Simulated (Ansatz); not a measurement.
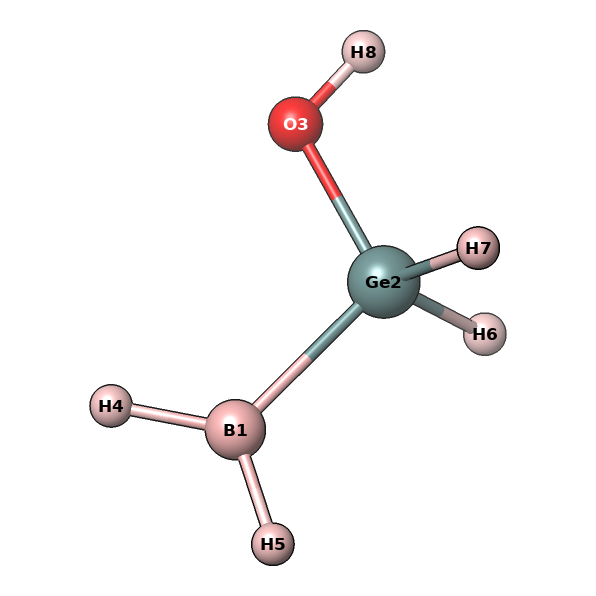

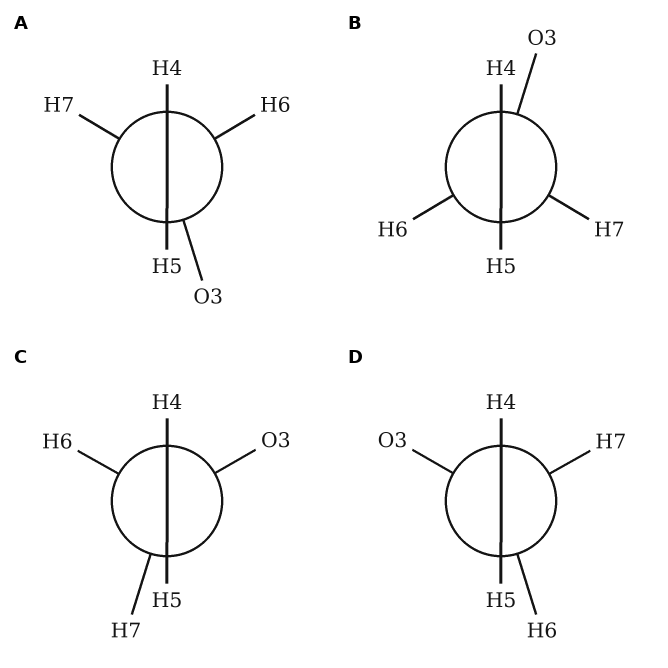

Depth is shown by fading: the farther an atom, the more it takes the colour of the background. Bonds that would overlap in a projection are set slightly apart. Computed geometry: PBE-D4/def2-SVP optimisation. No frequency run is at hand to confirm it as a minimum.

Question: Which Newman projection shows the view along B1–Ge2, with B1 in front?

Answer: B. The torsion angle H4–B1–Ge2–O3 is 0°, synperiplanar (eclipsed).
